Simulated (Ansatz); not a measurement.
**CHAlGa+ (triplet): from Hartree-Fock to the top rungs, cc-pVTZ**

Aim: climb from Hartree-Fock through coupled cluster for CHAlGa+ (triplet) at one geometry and basis, and see what each rung misses.

Program: Ansatz 0.2.0, Gaussian basis. Level of theory: cc-pVTZ, core rule «outside noble gas», up to 20 orbitals frozen. These are calculated values, not measurements.

To be run: UHF; CCSD(T) on ROHF; CCSD(T) on UHF; BCCD(T) on ROHF; CCSDT(Q) on ROHF; CCSDT(Q) on UHF.

4 further runs of the same task are left out: 1 for a known fault of the program, 3 set aside as unsound or not needed.

## (1) What is computed

The geometry is a PBE0/def2-TZVP stationary point (not a proven minimum) of the parent state, kept for this charge and spin. No spin-orbit coupling is included. The filled d shell of Ga may be among the frozen orbitals whatever the setting's name suggests; the logs give the count.

4 atoms, charge 1, spin multiplicity 3.

Atoms are counted from 1 here; the program's logs count them from 0.

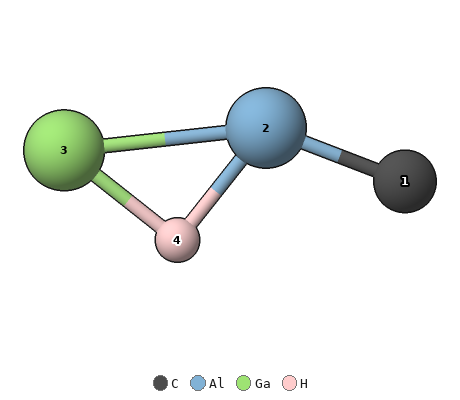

The structure; carbon dark grey, aluminium light blue, gallium green, hydrogen pink; atoms are numbered from 1 in the order of the file.

In the tables R marks a restricted open-shell determinant and U an unrestricted one; energies count from the table's Hartree-Fock row.

## (2) UHF

File in.yaml:

```yaml
crystal:
  periodic: [false, false, false]
  atoms:
    - {symbol: C, position_ang: [0.000000, 0.353117, 3.308131]}
    - {symbol: Al, position_ang: [0.000000, -0.307507, 1.481286]}
    - {symbol: Ga, position_ang: [0.000000, 0.041063, -1.148206]}
    - {symbol: H, position_ang: [0.000000, 1.183406, 0.353214]}
basis:
  gaussian: {orbitals: cc-pVTZ}
total_charge: 1
magnetization: {spin_polarized: true, initial_magnetization: 2}
hamiltonian: {xc: hf}
output: {orbitals: {seedname: orbitals}}
```

Command:

```console
ansatz run in.yaml --threads 1 --pin off --events-out ev --progress --plain --max-ram 4096MiB --backend cpu
```

The program printed:

```text
Functional definition: HF
  name "HF"
  cite "Fock, Z. Phys. 61, 126 (1930) doi:10.1007/BF01340294"
  parent pbe
  exchange = exact_x
  correlation = 0
1084 factors; their error is unknown
mean field evaluation 1: about -59943.9764 eV, gradient 2.7e1 eV
mean field evaluation 2: about -59942.4349 eV, gradient 3.1e1 eV
mean field evaluation 4: about -59951.5291 eV, gradient 2.5e0 eV
mean field evaluation 8: about -59951.4713 eV, gradient 1.1e0 eV
mean field evaluation 16: about -59953.8807 eV, gradient 3.5e-1 eV
mean field evaluation 32: about -59952.9554 eV, gradient 1.5e-1 eV
mean field evaluation 64: about -59953.3584 eV, gradient 2.6e0 eV
mean field evaluation 96: about -59951.0224 eV, gradient 8.1e0 eV
mean field evaluation 128: about -59948.4468 eV, gradient 7.9e0 eV
mean field evaluation 160: about -59950.9258 eV, gradient 4.1e0 eV
mean field evaluation 192: about -59947.7214 eV, gradient 7.2e0 eV
mean field evaluation 224: about -59951.1700 eV, gradient 1.4e0 eV
mean field evaluation 256: about -59951.6234 eV, gradient 5.7e-2 eV
mean field evaluation 288: about -59952.1905 eV, gradient 2.0e0 eV
mean field evaluation 320: about -59950.3362 eV, gradient 3.0e-1 eV
mean field -59953.88091720 eV, -2203.2644855070 hartree, gradient 3.4e-5 eV, S^2 2.936434; 7 other end points of the search recorded, 0 dependent functions left out
reference -59953.88091720 eV, -2203.2644855070 hartree; 26, 24 occupied and 95, 97 virtual orbitals, 1084 factors
Total energy: -59953.88091720 eV, -2203.2644855070 hartree
```

Run time: 33 s. Hardware: 1 thread of AMD EPYC 7R13, shared host; peak memory 0.43 GiB.

From the report: ⟨S²⟩ of the determinant 2.936 (pure triplet: 2.00). The determinant is far from a pure spin state, so its energy mixes those of several spin states (harmless only where they are near-degenerate, as at dissociation).

## (3) CCSD(T) on ROHF

in.yaml, as its differences from that of step 2:

```diff
@@ -10,4 +10,3 @@
 total_charge: 1
-magnetization: {spin_polarized: true, initial_magnetization: 2}
-hamiltonian: {xc: hf}
-output: {orbitals: {seedname: orbitals}}
+magnetization: {spin_polarized: false, initial_magnetization: 2}
+correlation: {method: ccsd_t, electrons: outside_noble_gas}
```

Command:

```console
ansatz run in.yaml --threads 2 --pin off --events-out ev --progress --plain --max-ram 24576MiB --backend cuda --devices 0, --max-vram 18GiB
```

The program printed (excerpt; [...] marks lines left out):

```text
Functional definition: HF
  name "HF"
  cite "Fock, Z. Phys. 61, 126 (1930) doi:10.1007/BF01340294"
  parent pbe
[...]
763 factors; integrals over basis functions are off by at most 1.4e-3 eV
[...]
mean field -59952.38529772 eV, -2203.2095225049 hartree, gradient 1.2e-6 eV, S^2 2.000000; 18 other end points of the search recorded, 0 dependent functions left out
[...]
determinant -59952.38529772 eV, -2203.2095225049 hartree, with singles and doubles -59959.57800243 eV, -2203.4738495277 hartree
determinant -59952.23426582 eV, -2203.2039721849 hartree, with singles and doubles -59959.10285815 eV, -2203.4563882974 hartree
determinant -59952.10820931 eV, -2203.1993396938 hartree, with singles and doubles -59959.29778330 eV, -2203.4635516644 hartree
determinant -59951.97198032 eV, -2203.1943333707 hartree, with singles and doubles -59958.75947086 eV, -2203.4437690472 hartree
[...]
determinant -59952.10820931 eV, -2203.1993396938 hartree, with singles and doubles -59959.41469659 eV, -2203.4678481488 hartree
determinant -59951.35490012 eV, -2203.1716560914 hartree, with singles and doubles -59959.60887302 eV, -2203.4749840007 hartree
determinant -59951.35490012 eV, -2203.1716560914 hartree, with singles and doubles -59959.49153842 eV, -2203.4706720338 hartree
unrestricted determinant -59953.88166674 eV, -2203.2645130523 hartree, S^2 2.9364
20 core orbitals not correlated: weight in the atoms' cores, before any rotation towards them, 0.999 or more for the frozen orbitals, at most 0.001 for the correlated occupied ones
reference -59952.38529772 eV, -2203.2095225049 hartree; 6, 4 occupied and 95, 97 virtual orbitals, 763 factors
second order -5.55593067 eV of doubles, -0.09654280 eV of singles
cycle   1  -7.12499475 eV  change   -1.6e-7 eV  update   3.6e-6
perturbative correction -0.45506766 eV, -0.0167234281 hartree
Total energy: -59959.96536013 eV, -2203.4880846604 hartree
```

Run time: 19 s. Hardware: 1 × H100 (card shared with other runs) with 2 threads of AMD EPYC 7R13, shared host; peak host memory 0.81 GiB.

From the report: correlation -7.5801 eV; T1 0.121; largest double amplitude 0.20.

## (4) CCSD(T) on UHF

in.yaml, as its differences from that of step 3:

```diff
@@ -10,3 +10,3 @@
 total_charge: 1
-magnetization: {spin_polarized: false, initial_magnetization: 2}
+magnetization: {spin_polarized: true, initial_magnetization: 2}
 correlation: {method: ccsd_t, electrons: outside_noble_gas}
```

Same command.

The program printed (excerpt; [...] marks lines left out):

```text
Functional definition: HF
  name "HF"
  cite "Fock, Z. Phys. 61, 126 (1930) doi:10.1007/BF01340294"
  parent pbe
[...]
763 factors; integrals over basis functions are off by at most 1.4e-3 eV
[...]
mean field -59953.88166674 eV, -2203.2645130523 hartree, gradient 2.2e-6 eV, S^2 2.936434; 24 other end points of the search recorded, 0 dependent functions left out
determinant -59953.88166674 eV, -2203.2645130523 hartree, with singles and doubles -59959.68303427 eV, -2203.4777093766 hartree
determinant -59953.15019342 eV, -2203.2376319033 hartree, with singles and doubles -59959.30978854 eV, -2203.4639928489 hartree
determinant -59952.81382762 eV, -2203.2252706884 hartree, with singles and doubles -59958.86514082 eV, -2203.4476523467 hartree
determinant -59952.47169057 eV, -2203.2126973834 hartree, with singles and doubles -59959.07174125 eV, -2203.4552447723 hartree
[...]
determinant -59950.38520015 eV, -2203.1360202750 hartree, with singles and doubles -59957.01320381 eV, -2203.3795949166 hartree
determinant -59953.88166674 eV, -2203.2645130523 hartree, with singles and doubles -59959.62214778 eV, -2203.4754718392 hartree
determinant -59953.15019342 eV, -2203.2376319033 hartree, with singles and doubles -59959.27071265 eV, -2203.4625568365 hartree
determinant -59952.54411440 eV, -2203.2153589103 hartree, with singles and doubles -59959.54797771 eV, -2203.4727461396 hartree
20 core orbitals not correlated: weight in the atoms' cores, before any rotation towards them, 0.999 or more for the frozen orbitals, at most 0.001 for the correlated occupied ones
reference -59953.88166674 eV, -2203.2645130523 hartree; 6, 4 occupied and 95, 97 virtual orbitals, 763 factors
second order -4.55792410 eV of doubles, -0.00000000 eV of singles
cycle   1  -5.74048086 eV  change    1.7e-7 eV  update   4.0e-6
perturbative correction -0.26887427 eV, -0.0098809470 hartree
Total energy: -59959.89102187 eV, -2203.4853527800 hartree
```

It took 13 s on 1 × H100 (card shared with other runs) with 2 threads of AMD EPYC 7R13, shared host; peak host memory 0.81 GiB.

From the report: ⟨S²⟩ of the determinant 2.936 (pure triplet: 2.00); correlation -6.0094 eV; T1 0.053; largest double amplitude 0.05. The determinant is far from a pure spin state, so its energy mixes those of several spin states (harmless only where they are near-degenerate, as at dissociation).

## (5) BCCD(T) on ROHF

in.yaml, as its differences from that of step 4:

```diff
@@ -10,3 +10,3 @@
 total_charge: 1
-magnetization: {spin_polarized: true, initial_magnetization: 2}
-correlation: {method: ccsd_t, electrons: outside_noble_gas}
+magnetization: {spin_polarized: false, initial_magnetization: 2}
+correlation: {method: bccd_t, electrons: outside_noble_gas}
```

Same command.

The program printed (excerpt; [...] marks lines left out):

```text
Functional definition: HF
  name "HF"
  cite "Fock, Z. Phys. 61, 126 (1930) doi:10.1007/BF01340294"
  parent pbe
[...]
763 factors; integrals over basis functions are off by at most 1.4e-3 eV
[...]
mean field -59952.38529772 eV, -2203.2095225049 hartree, gradient 1.2e-6 eV, S^2 2.000000; 18 other end points of the search recorded, 0 dependent functions left out
[...]
determinant -59952.38529772 eV, -2203.2095225049 hartree, with singles and doubles -59959.57800243 eV, -2203.4738495277 hartree
determinant -59952.23426582 eV, -2203.2039721849 hartree, with singles and doubles -59959.10285815 eV, -2203.4563882974 hartree
determinant -59952.10820931 eV, -2203.1993396938 hartree, with singles and doubles -59959.29778330 eV, -2203.4635516644 hartree
determinant -59951.97198032 eV, -2203.1943333707 hartree, with singles and doubles -59958.75947086 eV, -2203.4437690472 hartree
[...]
determinant -59952.10820931 eV, -2203.1993396938 hartree, with singles and doubles -59959.41469659 eV, -2203.4678481488 hartree
determinant -59951.35490012 eV, -2203.1716560914 hartree, with singles and doubles -59959.60887302 eV, -2203.4749840007 hartree
determinant -59951.35490012 eV, -2203.1716560914 hartree, with singles and doubles -59959.49153842 eV, -2203.4706720338 hartree
unrestricted determinant -59953.88166674 eV, -2203.2645130523 hartree, S^2 2.9364
20 core orbitals not correlated: weight in the atoms' cores, before any rotation towards them, 0.999 or more for the frozen orbitals, at most 0.001 for the correlated occupied ones
reference -59952.38529772 eV, -2203.2095225049 hartree; 6, 4 occupied and 95, 97 virtual orbitals, 763 factors
second order -5.55593067 eV of doubles, -0.09654280 eV of singles
cycle   1  -7.07479389 eV  change    5.0e-2 eV  update   1.1e-1
[...]
cycle  24  -7.22012467 eV  change    2.4e-6 eV  update   9.6e-6
perturbative correction -0.30574046 eV, -0.0112357546 hartree
Total energy: -59959.91116285 eV, -2203.4860929472 hartree
```

Wall time 13 s (1 × H100 (card shared with other runs) with 2 threads of AMD EPYC 7R13, shared host); peak host memory 0.8 GiB.

From the report: correlation -7.5259 eV; largest double amplitude 0.06.

## (6) CCSDT(Q) on ROHF

in.yaml, as its differences from that of step 5:

```diff
@@ -11,2 +11,2 @@
 magnetization: {spin_polarized: false, initial_magnetization: 2}
-correlation: {method: bccd_t, electrons: outside_noble_gas}
+correlation: {method: ccsdt_q, electrons: outside_noble_gas}
```

Same command.

The program printed (excerpt; [...] marks lines left out):

```text
Functional definition: HF
  name "HF"
  cite "Fock, Z. Phys. 61, 126 (1930) doi:10.1007/BF01340294"
  parent pbe
[...]
1488 factors; integrals over basis functions are off by at most 2.3e-7 eV
[...]
mean field -59952.38531552 eV, -2203.2095231590 hartree, gradient 1.9e-6 eV, S^2 2.000000; 18 other end points of the search recorded, 0 dependent functions left out
[...]
determinant -59952.38531552 eV, -2203.2095231590 hartree, with singles and doubles -59959.57804380 eV, -2203.4738510478 hartree
determinant -59952.23428140 eV, -2203.2039727575 hartree, with singles and doubles -59959.10289905 eV, -2203.4563898003 hartree
determinant -59952.10822558 eV, -2203.1993402915 hartree, with singles and doubles -59959.29782429 eV, -2203.4635531709 hartree
determinant -59951.97199592 eV, -2203.1943339438 hartree, with singles and doubles -59958.75951231 eV, -2203.4437705705 hartree
[...]
determinant -59952.10822558 eV, -2203.1993402915 hartree, with singles and doubles -59959.41470652 eV, -2203.4678485138 hartree
[...]
determinant -59951.35491669 eV, -2203.1716567005 hartree, with singles and doubles -59959.60891321 eV, -2203.4749854777 hartree
determinant -59951.35491669 eV, -2203.1716567005 hartree, with singles and doubles -59959.49155081 eV, -2203.4706724892 hartree
unrestricted determinant -59953.88168669 eV, -2203.2645137852 hartree, S^2 2.9364
20 core orbitals not correlated: weight in the atoms' cores, before any rotation towards them, 0.999 or more for the frozen orbitals, at most 0.001 for the correlated occupied ones
reference -59952.38531552 eV, -2203.2095231590 hartree; 6, 4 occupied and 95, 97 virtual orbitals, 1488 factors
second order -5.55596198 eV of doubles, -0.09654298 eV of singles
cycle   1  -6.36125958 eV  change   -7.1e-1 eV  update   1.5e-1
[...]
cycle  52  -7.63769275 eV  change   -1.8e-7 eV  update   3.3e-7
perturbative correction -0.05482715 eV, -0.0020148607 hartree
Total energy: -59960.07783542 eV, -2203.4922180513 hartree
```

It took 49 s on 1 × H100 (card shared with other runs) with 2 threads of AMD EPYC 7R13, shared host; peak host memory 1.4 GiB.

From the report: correlation -7.6925 eV; T1 0.107; largest double amplitude 0.29.

## (7) CCSDT(Q) on UHF

in.yaml, as its differences from that of step 6:

```diff
@@ -10,3 +10,3 @@
 total_charge: 1
-magnetization: {spin_polarized: false, initial_magnetization: 2}
+magnetization: {spin_polarized: true, initial_magnetization: 2}
 correlation: {method: ccsdt_q, electrons: outside_noble_gas}
```

Launched as before.

The program printed (excerpt; [...] marks lines left out):

```text
Functional definition: HF
  name "HF"
  cite "Fock, Z. Phys. 61, 126 (1930) doi:10.1007/BF01340294"
  parent pbe
[...]
1488 factors; integrals over basis functions are off by at most 2.3e-7 eV
[...]
mean field -59953.88168669 eV, -2203.2645137852 hartree, gradient 2.1e-6 eV, S^2 2.936435; 24 other end points of the search recorded, 0 dependent functions left out
determinant -59953.88168669 eV, -2203.2645137852 hartree, with singles and doubles -59959.68307170 eV, -2203.4777107522 hartree
determinant -59953.15021119 eV, -2203.2376325566 hartree, with singles and doubles -59959.30982600 eV, -2203.4639942257 hartree
determinant -59952.81384504 eV, -2203.2252713286 hartree, with singles and doubles -59958.86517793 eV, -2203.4476537104 hartree
determinant -59952.47170682 eV, -2203.2126979806 hartree, with singles and doubles -59959.07178139 eV, -2203.4552462477 hartree
[...]
determinant -59953.88168669 eV, -2203.2645137852 hartree, with singles and doubles -59959.62216188 eV, -2203.4754723573 hartree
determinant -59953.15021119 eV, -2203.2376325566 hartree, with singles and doubles -59959.27072537 eV, -2203.4625573039 hartree
determinant -59952.54413237 eV, -2203.2153595705 hartree, with singles and doubles -59959.54801861 eV, -2203.4727476426 hartree
20 core orbitals not correlated: weight in the atoms' cores, before any rotation towards them, 0.999 or more for the frozen orbitals, at most 0.001 for the correlated occupied ones
reference -59953.88168669 eV, -2203.2645137852 hartree; 6, 4 occupied and 95, 97 virtual orbitals, 1488 factors
second order -4.55794855 eV of doubles, -0.00000000 eV of singles
cycle   1  -5.24841120 eV  change   -6.9e-1 eV  update   9.7e-2
[...]
cycle  11  -6.14443833 eV  change   -2.3e-7 eV  update   6.1e-7
perturbative correction -0.04334732 eV, -0.0015929845 hartree
Total energy: -59960.06947234 eV, -2203.4919107135 hartree
```

Run time: 44 s. Hardware: 1 × H100 (card shared with other runs) with 2 threads of AMD EPYC 7R13, shared host; peak host memory 1.4 GiB.

From the report: ⟨S²⟩ of the determinant 2.936 (pure triplet: 2.00); correlation -6.1878 eV; T1 0.085; largest double amplitude 0.13. The determinant is far from a pure spin state, so its energy mixes those of several spin states (harmless only where they are near-degenerate, as at dissociation).

## (8) Misses and costs

No level here is safe as a reference; RCCSDT(Q) serves as a yardstick only. Rows without a time come out of other runs: HF, MP2 and CCSD of CCSD(T), CCSDT of CCSDT(Q).

Differences are taken before rounding.

```
   method  energy from the lowest RHF (kJ/mol)  from RCCSDT(Q) (kJ/mol)  time
      RHF                                  0.0                   +742.2      
      UHF                               -144.4                   +597.8      
     RMP2                               -545.4                   +196.8      
     UMP2                               -584.2                   +158.1      
    RCCSD                               -687.5                    +54.8      
    UCCSD                               -698.2                    +44.0      
 RCCSD(T)                               -731.4                    +10.9  19 s
 UCCSD(T)                               -724.2                    +18.0  13 s
  BCCD(T)                               -726.1                    +16.1  13 s
   RCCSDT                               -736.9                     +5.3      
   UCCSDT                               -737.2                     +5.0      
RCCSDT(Q)                               -742.2                        0  49 s
UCCSDT(Q)                               -741.4                     +0.8  44 s
```

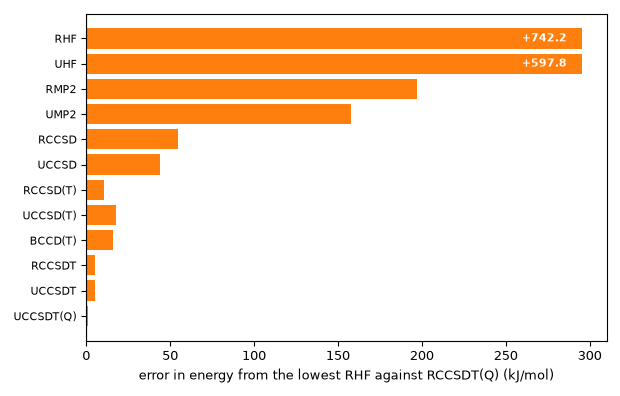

How far each level lands from RCCSDT(Q). Bars with a number in them are cut short.

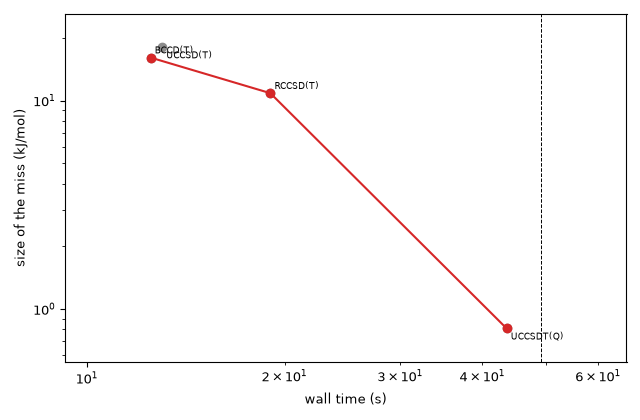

Miss against cost. Red marks the levels that no quicker level drawn beats (of those quicker than the yardstick), and the dashed line is the time of RCCSDT(Q). Times are from a shared host.

## (9) Summary of results

| quantity | value |
| --- | --- |
| RCCSDT(Q) below the RHF energy | -7.6925 eV |
| RMP2 from RCCSDT(Q) | +196.8 kJ/mol |
| UMP2 from RCCSDT(Q) | +158.1 kJ/mol |
| RCCSD from RCCSDT(Q) | +54.8 kJ/mol |
| RCCSD(T) from RCCSDT(Q) | +10.9 kJ/mol |
| UCCSD(T) from RCCSDT(Q) | +18.0 kJ/mol |
| UCCSDT(Q) from RCCSDT(Q) | +0.8 kJ/mol |
| T1 diagnostic | 0.121 |

What this shows: RCCSD(T) misses by +10.9 kJ/mol, 1.5 % of the correlation energy. CCSD(T) misses by +10.9 kJ/mol on the restricted determinant and by +18.0 kJ/mol on the unrestricted one; the two need not hold the same state or core. Warnings: spin contamination; large T1 diagnostic.
